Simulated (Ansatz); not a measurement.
**Geometry relaxation of WNH4ClF3 (part 1 of 2)**

WNH4ClF3, multiplicity 2, computed with UKS PBE/def2-SVP (Ansatz 0.2.0).

It belongs to a series of runs on one base structure; here: end point A relaxed. Figures and captions count atoms from 1; the log counts them from 0 in places.

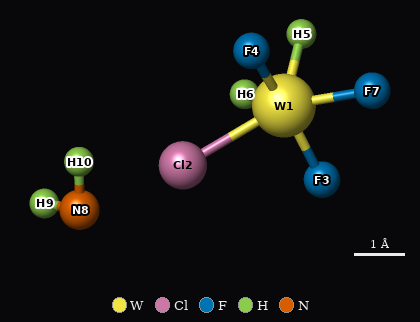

**Figure 1.** The input geometry (ball-and-stick view, seen at a tilt; atoms are numbered from 1 in the order of the input). Sticks mark near contacts. Bond lengths as drawn: Cl–W 2.37 Å, F–W 1.86 to 1.90 Å, H–N 1.05 Å and H–W 1.69 Å.

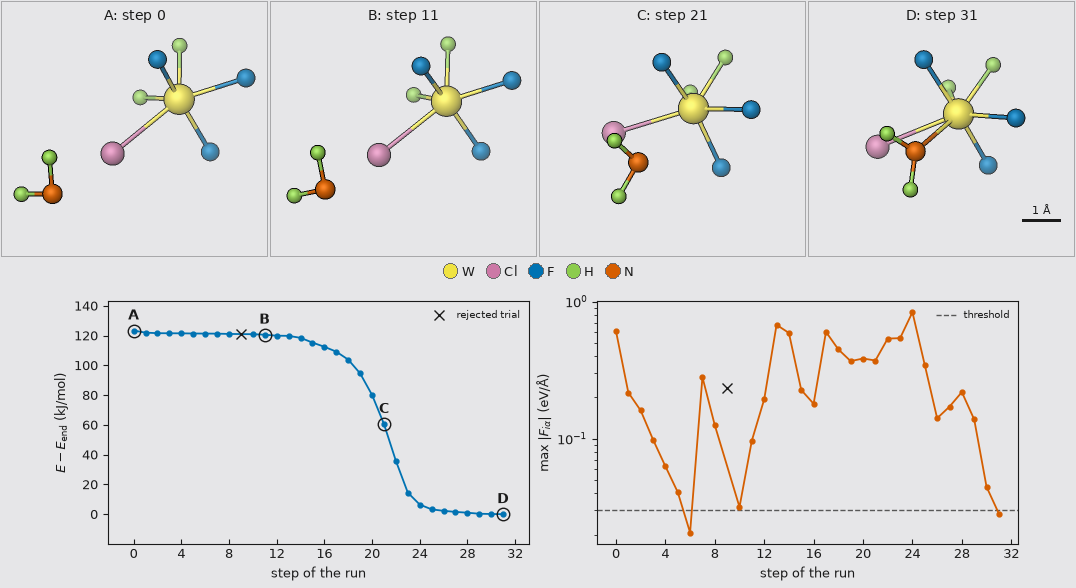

**Figure 2.** Frames of the relaxation (ball-and-stick view, seen at a tilt) above the curves, on which the letters mark them (the first geometry is step 0 here and step 1 in the log).

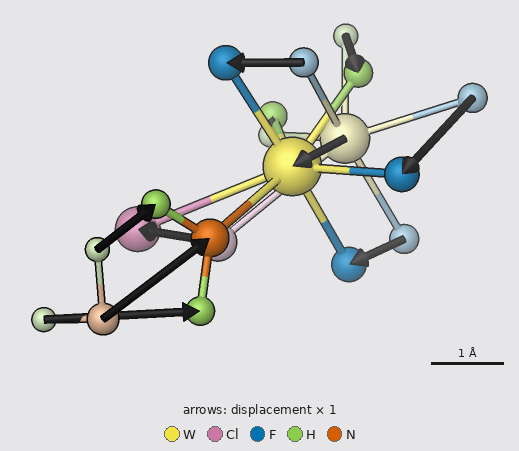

**Figure 3.** Start (faint) and end (solid) with the displacements as black arrows, at true length (ball-and-stick view, seen at a tilt). The two geometries are laid on each other by the best rigid fit. After 31 geometry steps the energy has fallen by 123.4 kJ/mol. The largest force component goes from 0.61 to 0.028 eV/Å. The line search rejected the trial step at point 9 (counted from 0) and went back. The atom that moves furthest after the best rigid fit is H9 (2.20 Å). By element the largest moves are H 2.20 Å, N 2.04 Å, F 1.90 Å, Cl 1.48 Å, W 0.92 Å. Among the contacts that change: W1–N8 5.065 → 2.225 Å, W1–Cl2 2.370 → 2.449 Å, N8–H10 1.050 → 1.033 Å, W1–H5 1.689 → 1.701 Å. New bonds form: W1–N8 (5.07 → 2.23 Å). Among the angles that change: F4–W1–H6 113.2° → 87.3°, F3–W1–H5 112.7° → 99.1°, F3–W1–F4 159.0° → 171.1°. (Atoms are counted from 1 in the order of the input.)

These pictures come from the run below.

## Input file
```yaml
crystal:
  periodic: [false, false, false]
  atoms:
    - { symbol: W, position_ang: [0.084334, 0.013886, 0.058411] }
    - { symbol: Cl, position_ang: [0.285795, -0.625073, 2.332194] }
    - { symbol: F, position_ang: [1.541052, -1.066681, -0.3557] }
    - { symbol: F, position_ang: [-0.865079, 1.483309, 0.696069] }
    - { symbol: H, position_ang: [-1.189628, -0.163592, -1.035604] }
    - { symbol: H, position_ang: [-0.781519, -1.432791, 0.161584] }
    - { symbol: F, position_ang: [0.734245, 1.050034, -1.391069] }
    - { symbol: "N", position_ang: [0.553889, 0.325531, 5.092135] }
    - { symbol: H, position_ang: [-0.032691, -0.484698, 5.403] }
    - { symbol: H, position_ang: [-0.200399, 1.030075, 4.898981] }
magnetization:
  spin_polarized: true
  initial_magnetization: 1
basis:
  gaussian: { orbitals: def2-SVP }
hamiltonian:
  xc: pbe
relax:
  f_tol: 0.03
  max_steps: 50
```

Run as:
```bash
ansatz run input.yaml --threads 4 --pin off --max-ram 5120MiB --backend cpu --events-out ev --progress --plain --runs-dir out
```

## The program's output
```
The last accepted step is kept in [file] (removed where the run ends without a failure and the disk answers)
Engine: ansatz 0.2.0, x86_64-unknown-linux-gnu
Functional definition: PBE
  parameter kappa = 0.804
  parameter beta = 0.06672455060314922
  exchange = pbe_x(kappa = kappa, mu = beta*pi^2/3)
  correlation = pbe_c(beta = beta)
1350 factors; their error is unknown
mean field evaluation 1: about -24005.7138 eV, gradient 6.7e1 eV
mean field evaluation 2: about -23440.1677 eV, gradient 2.0e2 eV
mean field evaluation 4: about -23875.4220 eV, gradient 1.3e2 eV
mean field evaluation 8: about -24031.1814 eV, gradient 3.7e-1 eV
mean field evaluation 16: about -24021.1000 eV, gradient 2.8e1 eV
mean field -24031.10097777 eV, -883.1266720676 hartree, gradient 1.4e-5 eV, S^2 0.752564; 4 other end points of the search recorded, 0 dependent functions left out
the calculation of the forces begins
reference -24031.10105007 eV, -883.1266747247 hartree; 35, 34 occupied and 91, 92 virtual orbitals, 1350 factors
relax step   1: F+E_penalty+E_count = -24031.10097777 eV  Δ(F+E_penalty+E_count) = +0.000e0 eV  max|allowed force component| = 6.099e-1 eV/Å  Δτ_max = 0.0000 Å  (107 SCF iters, accepted)
these checks for a lower state are left out or cut short: starts, cluster_reference, orbital_swaps, neighbouring_geometries, increment
1350 factors; their error is unknown
mean field evaluation 32: about -24031.1984 eV, gradient 2.5e-2 eV
mean field -24031.11537846 eV, -883.1272012832 hartree, gradient 2.2e-5 eV, S^2 0.752522; 0 other end points of the search recorded, 0 dependent functions left out
[... from here on the field's lines of each further geometry are left out, up to the last ...]
relax step   2: F+E_penalty+E_count = -24031.11537846 eV  Δ(F+E_penalty+E_count) = -1.440e-2 eV  max|allowed force component| = 2.171e-1 eV/Å  Δτ_max = 0.0891 Å  (44 SCF iters, accepted)
relax step   3: F+E_penalty+E_count = -24031.11915600 eV  Δ(F+E_penalty+E_count) = -3.778e-3 eV  max|allowed force component| = 1.606e-1 eV/Å  Δτ_max = 0.0450 Å  (39 SCF iters, accepted)
relax step   4: F+E_penalty+E_count = -24031.11981400 eV  Δ(F+E_penalty+E_count) = -6.580e-4 eV  max|allowed force component| = 9.855e-2 eV/Å  Δτ_max = 0.0202 Å  (41 SCF iters, accepted)
relax step   5: F+E_penalty+E_count = -24031.12017780 eV  Δ(F+E_penalty+E_count) = -3.638e-4 eV  max|allowed force component| = 6.299e-2 eV/Å  Δτ_max = 0.0496 Å  (39 SCF iters, accepted)
relax step   6: F+E_penalty+E_count = -24031.12138315 eV  Δ(F+E_penalty+E_count) = -1.205e-3 eV  max|allowed force component| = 4.080e-2 eV/Å  Δτ_max = 0.0249 Å  (40 SCF iters, accepted)
relax step   7: F+E_penalty+E_count = -24031.12192975 eV  Δ(F+E_penalty+E_count) = -5.466e-4 eV  max|allowed force component| = 2.070e-2 eV/Å  Δτ_max = 0.0222 Å  (38 SCF iters, accepted)
relax step   8: F+E_penalty+E_count = -24031.12239981 eV  Δ(F+E_penalty+E_count) = -4.701e-4 eV  max|allowed force component| = 2.810e-1 eV/Å  Δτ_max = 0.1309 Å  (44 SCF iters, accepted)
relax step   9: F+E_penalty+E_count = -24031.12442846 eV  Δ(F+E_penalty+E_count) = -2.029e-3 eV  max|allowed force component| = 1.255e-1 eV/Å  Δτ_max = 0.0212 Å  (40 SCF iters, accepted)
relax step  10: F+E_penalty+E_count = -24031.12322410 eV  Δ(F+E_penalty+E_count) = +1.204e-3 eV  max|allowed force component| = 2.338e-1 eV/Å  Δτ_max = 0.0708 Å  (37 SCF iters, rejected (line search))
relax step  11: F+E_penalty+E_count = -24031.12629065 eV  Δ(F+E_penalty+E_count) = -1.862e-3 eV  max|allowed force component| = 3.178e-2 eV/Å  Δτ_max = 0.0342 Å  (38 SCF iters, accepted)
relax step  12: F+E_penalty+E_count = -24031.12983428 eV  Δ(F+E_penalty+E_count) = -3.544e-3 eV  max|allowed force component| = 9.691e-2 eV/Å  Δτ_max = 0.0976 Å  (38 SCF iters, accepted)
relax step  13: F+E_penalty+E_count = -24031.13669221 eV  Δ(F+E_penalty+E_count) = -6.858e-3 eV  max|allowed force component| = 1.937e-1 eV/Å  Δτ_max = 0.1464 Å  (44 SCF iters, accepted)
relax step  14: F+E_penalty+E_count = -24031.13770442 eV  Δ(F+E_penalty+E_count) = -1.012e-3 eV  max|allowed force component| = 6.762e-1 eV/Å  Δτ_max = 0.1957 Å  (43 SCF iters, accepted)
relax step  15: F+E_penalty+E_count = -24031.15167661 eV  Δ(F+E_penalty+E_count) = -1.397e-2 eV  max|allowed force component| = 5.901e-1 eV/Å  Δτ_max = 0.1075 Å  (37 SCF iters, accepted)
relax step  16: F+E_penalty+E_count = -24031.18436608 eV  Δ(F+E_penalty+E_count) = -3.269e-2 eV  max|allowed force component| = 2.266e-1 eV/Å  Δτ_max = 0.2000 Å  (42 SCF iters, accepted)
relax step  17: F+E_penalty+E_count = -24031.21392111 eV  Δ(F+E_penalty+E_count) = -2.956e-2 eV  max|allowed force component| = 1.798e-1 eV/Å  Δτ_max = 0.1944 Å  (43 SCF iters, accepted)
relax step  18: F+E_penalty+E_count = -24031.24784872 eV  Δ(F+E_penalty+E_count) = -3.393e-2 eV  max|allowed force component| = 6.009e-1 eV/Å  Δτ_max = 0.1966 Å  (43 SCF iters, accepted)
relax step  19: F+E_penalty+E_count = -24031.30314579 eV  Δ(F+E_penalty+E_count) = -5.530e-2 eV  max|allowed force component| = 4.478e-1 eV/Å  Δτ_max = 0.1982 Å  (44 SCF iters, accepted)
relax step  20: F+E_penalty+E_count = -24031.39924066 eV  Δ(F+E_penalty+E_count) = -9.609e-2 eV  max|allowed force component| = 3.677e-1 eV/Å  Δτ_max = 0.1955 Å  (44 SCF iters, accepted)
relax step  21: F+E_penalty+E_count = -24031.54891998 eV  Δ(F+E_penalty+E_count) = -1.497e-1 eV  max|allowed force component| = 3.842e-1 eV/Å  Δτ_max = 0.1950 Å  (44 SCF iters, accepted)
relax step  22: F+E_penalty+E_count = -24031.75197621 eV  Δ(F+E_penalty+E_count) = -2.031e-1 eV  max|allowed force component| = 3.716e-1 eV/Å  Δτ_max = 0.1969 Å  (43 SCF iters, accepted)
relax step  23: F+E_penalty+E_count = -24032.00817091 eV  Δ(F+E_penalty+E_count) = -2.562e-1 eV  max|allowed force component| = 5.368e-1 eV/Å  Δτ_max = 0.1957 Å  (42 SCF iters, accepted)
relax step  24: F+E_penalty+E_count = -24032.22926546 eV  Δ(F+E_penalty+E_count) = -2.211e-1 eV  max|allowed force component| = 5.406e-1 eV/Å  Δτ_max = 0.1951 Å  (44 SCF iters, accepted)
relax step  25: F+E_penalty+E_count = -24032.31252301 eV  Δ(F+E_penalty+E_count) = -8.326e-2 eV  max|allowed force component| = 8.357e-1 eV/Å  Δτ_max = 0.1950 Å  (43 SCF iters, accepted)
relax step  26: F+E_penalty+E_count = -24032.34589207 eV  Δ(F+E_penalty+E_count) = -3.337e-2 eV  max|allowed force component| = 3.439e-1 eV/Å  Δτ_max = 0.0783 Å  (39 SCF iters, accepted)
relax step  27: F+E_penalty+E_count = -24032.35609253 eV  Δ(F+E_penalty+E_count) = -1.020e-2 eV  max|allowed force component| = 1.410e-1 eV/Å  Δτ_max = 0.0451 Å  (36 SCF iters, accepted)
relax step  28: F+E_penalty+E_count = -24032.36355688 eV  Δ(F+E_penalty+E_count) = -7.464e-3 eV  max|allowed force component| = 1.713e-1 eV/Å  Δτ_max = 0.0655 Å  (37 SCF iters, accepted)
relax step  29: F+E_penalty+E_count = -24032.36916353 eV  Δ(F+E_penalty+E_count) = -5.607e-3 eV  max|allowed force component| = 2.187e-1 eV/Å  Δτ_max = 0.1906 Å  (41 SCF iters, accepted)
relax step  30: F+E_penalty+E_count = -24032.37642861 eV  Δ(F+E_penalty+E_count) = -7.265e-3 eV  max|allowed force component| = 1.381e-1 eV/Å  Δτ_max = 0.0411 Å  (37 SCF iters, accepted)
relax step  31: F+E_penalty+E_count = -24032.37819536 eV  Δ(F+E_penalty+E_count) = -1.767e-3 eV  max|allowed force component| = 4.455e-2 eV/Å  Δτ_max = 0.0668 Å  (37 SCF iters, accepted)
the calculation of the forces begins
reference -24032.37963436 eV, -883.1736618309 hartree; 35, 34 occupied and 91, 92 virtual orbitals, 1350 factors
relax step  32: F+E_penalty+E_count = -24032.37956277 eV  Δ(F+E_penalty+E_count) = -1.367e-3 eV  max|allowed force component| = 2.841e-2 eV/Å  Δτ_max = 0.0274 Å  (37 SCF iters, accepted)
1350 factors; their error is unknown
mean field evaluation 288: about -24027.9095 eV, gradient 2.1e1 eV
mean field -24032.37956277 eV, -883.1736591999 hartree, gradient 2.0e-5 eV, S^2 0.753654; 2 other end points of the search recorded, 0 dependent functions left out
the calculation of the forces begins
reference -24032.37963436 eV, -883.1736618309 hartree; 35, 34 occupied and 91, 92 virtual orbitals, 1350 factors
Total energy: -24032.37963436 eV, -883.1736618309 hartree
Atom 0 at     0.048954    -0.024093     0.972259 Å, force    -0.003364    -0.016700    -0.028407 eV/Å
Atom 1 at    -0.639224    -1.773223     2.542796 Å, force    -0.000959    -0.006951     0.014738 eV/Å
Atom 2 at     1.501493    -1.108679     0.540674 Å, force     0.000065     0.009478    -0.000576 eV/Å
Atom 3 at    -1.575199     0.836843     1.340076 Å, force    -0.009572     0.018547     0.013611 eV/Å
Atom 4 at    -0.496031     0.334881    -0.598828 Å, force     0.012350     0.000799     0.002082 eV/Å
Atom 5 at    -0.843661    -1.135007     0.046326 Å, force    -0.001754    -0.003108    -0.000114 eV/Å
Atom 6 at     1.184498     1.436198     0.514615 Å, force     0.006004     0.004265    -0.000224 eV/Å
Atom 7 at     0.329630     0.543482     3.105350 Å, force    -0.005411    -0.018383     0.025383 eV/Å
Atom 8 at     1.061639     0.124130     3.702433 Å, force    -0.017473     0.024485    -0.010533 eV/Å
Atom 9 at    -0.442101     0.895469     3.694299 Å, force     0.020113    -0.012432    -0.015960 eV/Å
Dipole moment:     0.071765     0.110496     0.710228 e Å
```

## Trajectory as extended XYZ (Å, eV, eV/Å), 32 frames, from step=1 to step=32
```
10
Properties=species:S:1:pos:R:3:forces:R:3 step=1 energy=-24031.10098
W     0.0843    0.0139    0.0584    0.0644  -0.1384   0.5520
Cl    0.2858   -0.6251    2.3322   -0.0549   0.1295  -0.6099
F     1.5411   -1.0667   -0.3557   -0.0107   0.0213   0.0080
F    -0.8651    1.4833    0.6961    0.0295  -0.0232  -0.0135
H    -1.1896   -0.1636   -1.0356    0.0012  -0.0023   0.0076
H    -0.7815   -1.4328    0.1616   -0.0117  -0.0026  -0.0067
F     0.7342    1.0500   -1.3911   -0.0191  -0.0095   0.0236
N     0.5539    0.3255    5.0921   -0.1148   0.0908   0.0220
H    -0.0327   -0.4847    5.4030    0.0183   0.0116  -0.0095
H    -0.2004    1.0301    4.8990    0.0977  -0.0772   0.0264
10
Properties=species:S:1:pos:R:3:forces:R:3 step=2 energy=-24031.11538
W     0.0862    0.0066    0.0525   -0.0619  -0.0890  -0.1128
Cl    0.2818   -0.6370    2.2663    0.0115  -0.0338   0.2012
F     1.5432   -1.0706   -0.3668    0.0421  -0.0148  -0.0452
F    -0.8572    1.4787    0.6903   -0.0197   0.0577   0.0039
H    -1.1907   -0.1681   -1.0376   -0.0318   0.0340  -0.0105
H    -0.7890   -1.4359    0.1462    0.0336  -0.0040  -0.0175
F     0.7322    1.0467   -1.3949    0.0293   0.0397  -0.0254
N     0.5561    0.3593    5.1746   -0.1911  -0.1918   0.0337
H    -0.0278   -0.4966    5.3702    0.1564   0.2171  -0.0399
H    -0.2048    1.0469    4.9593    0.0317  -0.0153   0.0126
10
Properties=species:S:1:pos:R:3:forces:R:3 step=3 energy=-24031.11916
W     0.0856   -0.0015    0.0429    0.0320  -0.0031  -0.0110
Cl    0.2801   -0.6401    2.2685    0.0003  -0.0118  -0.0025
F     1.5421   -1.0750   -0.3915    0.0172  -0.0187   0.0008
F    -0.8532    1.4745    0.6821   -0.0161   0.0393   0.0046
H    -1.1986   -0.1521   -1.0452   -0.0119  -0.0105   0.0203
H    -0.7791   -1.4497    0.1264   -0.0110  -0.0126  -0.0277
F     0.7357    1.0480   -1.3974   -0.0089   0.0076   0.0113
N     0.5538    0.3575    5.1612   -0.1606  -0.0743   0.0264
H    -0.0224   -0.4847    5.4132    0.0992   0.1075  -0.0288
H    -0.2142    1.0531    4.9996    0.0599  -0.0235   0.0066
10
Properties=species:S:1:pos:R:3:forces:R:3 step=4 energy=-24031.11981
W     0.0865   -0.0032    0.0391    0.0178  -0.0091   0.0158
Cl    0.2787   -0.6482    2.2629    0.0029  -0.0061  -0.0001
F     1.5439   -1.0754   -0.3973    0.0168  -0.0135  -0.0024
F    -0.8478    1.4744    0.6828   -0.0113   0.0270   0.0033
H    -1.2028   -0.1504   -1.0427   -0.0127  -0.0079   0.0135
H    -0.7748   -1.4537    0.1182   -0.0122  -0.0102  -0.0287
F     0.7326    1.0476   -1.4009    0.0003   0.0119  -0.0020
N     0.5517    0.3616    5.1709   -0.0986  -0.0530   0.0139
H    -0.0238   -0.4832    5.4086    0.0651   0.0654  -0.0141
H    -0.2140    1.0603    5.0185    0.0320  -0.0044   0.0008
10
Properties=species:S:1:pos:R:3:forces:R:3 step=5 energy=-24031.12018
W     0.0905   -0.0100    0.0327   -0.0630  -0.0450   0.0121
Cl    0.2809   -0.6717    2.2520   -0.0120  -0.0026  -0.0403
F     1.5499   -1.0772   -0.4142    0.0126  -0.0051  -0.0119
F    -0.8330    1.4716    0.6892   -0.0062   0.0012   0.0136
H    -1.2173   -0.1466   -1.0283    0.0168   0.0529  -0.0143
H    -0.7733   -1.4620    0.0693    0.0421  -0.0084   0.0501
F     0.7304    1.0512   -1.4013    0.0095  -0.0001  -0.0064
N     0.5438    0.3689    5.1631   -0.0210   0.0202  -0.0019
H    -0.0191   -0.4677    5.4437    0.0048  -0.0141   0.0043
H    -0.2229    1.0737    5.0538    0.0163   0.0010  -0.0054
10
Properties=species:S:1:pos:R:3:forces:R:3 step=6 energy=-24031.12138
W     0.0902   -0.0135    0.0305   -0.0263  -0.0152   0.0261
Cl    0.2757   -0.6940    2.2422   -0.0006   0.0022  -0.0099
F     1.5499   -1.0783   -0.4240    0.0019   0.0035  -0.0064
F    -0.8280    1.4673    0.6987    0.0051  -0.0154   0.0056
H    -1.2206   -0.1313   -1.0288    0.0051   0.0081  -0.0028
H    -0.7641   -1.4712    0.0680    0.0074   0.0109  -0.0026
F     0.7297    1.0549   -1.3981    0.0072  -0.0002  -0.0032
N     0.5403    0.3759    5.1591    0.0170   0.0408  -0.0147
H    -0.0151   -0.4597    5.4535   -0.0197  -0.0379   0.0133
H    -0.2279    1.0799    5.0589    0.0030   0.0032  -0.0053
10
Properties=species:S:1:pos:R:3:forces:R:3 step=7 energy=-24031.12193
W     0.0902   -0.0169    0.0351    0.0067   0.0080   0.0172
Cl    0.2745   -0.7138    2.2406    0.0049  -0.0088   0.0010
F     1.5487   -1.0796   -0.4301   -0.0086   0.0053   0.0040
F    -0.8237    1.4603    0.7178    0.0048  -0.0169  -0.0065
H    -1.2221   -0.1213   -1.0239    0.0007  -0.0015   0.0010
H    -0.7629   -1.4752    0.0627   -0.0051   0.0097  -0.0137
F     0.7319    1.0618   -1.3850   -0.0038  -0.0024   0.0046
N     0.5385    0.3851    5.1486    0.0021   0.0207  -0.0089
H    -0.0097   -0.4515    5.4561   -0.0066  -0.0097   0.0039
H    -0.2355    1.0813    5.0381    0.0049  -0.0046  -0.0026
10
Properties=species:S:1:pos:R:3:forces:R:3 step=8 energy=-24031.12240
W     0.0925   -0.0354    0.0633    0.0896   0.0874  -0.0341
Cl    0.2712   -0.8442    2.2292    0.0047  -0.0043  -0.0029
F     1.5450   -1.0855   -0.4590   -0.0759   0.0449   0.0391
F    -0.7979    1.4229    0.8236    0.0427  -0.0943  -0.0480
H    -1.2318   -0.0651   -0.9891    0.0184  -0.0322   0.0325
H    -0.7593   -1.4944    0.0218   -0.0347   0.0359  -0.0440
F     0.7419    1.1011   -1.3105   -0.0466  -0.0452   0.0710
N     0.5256    0.4372    5.0741   -0.1742  -0.1681   0.0868
H     0.0240   -0.3999    5.4764    0.1159   0.2810  -0.1305
H    -0.2811    1.0933    4.9303    0.0600  -0.1050   0.0303
10
Properties=species:S:1:pos:R:3:forces:R:3 step=9 energy=-24031.12443
W     0.0931   -0.0319    0.0629    0.0432   0.0503  -0.0159
Cl    0.2707   -0.8238    2.2349    0.0068  -0.0158   0.0142
F     1.5456   -1.0845   -0.4485   -0.0406   0.0220   0.0201
F    -0.8032    1.4264    0.8112    0.0215  -0.0479  -0.0287
H    -1.2264   -0.0772   -0.9924    0.0073  -0.0099   0.0123
H    -0.7655   -1.4860    0.0299   -0.0182   0.0096  -0.0251
F     0.7407    1.0962   -1.3168   -0.0217  -0.0169   0.0339
N     0.5285    0.4305    5.0802   -0.0785  -0.0606   0.0308
H     0.0220   -0.4075    5.4608    0.0484   0.1255  -0.0558
H    -0.2756    1.0877    4.9379    0.0318  -0.0562   0.0142
```
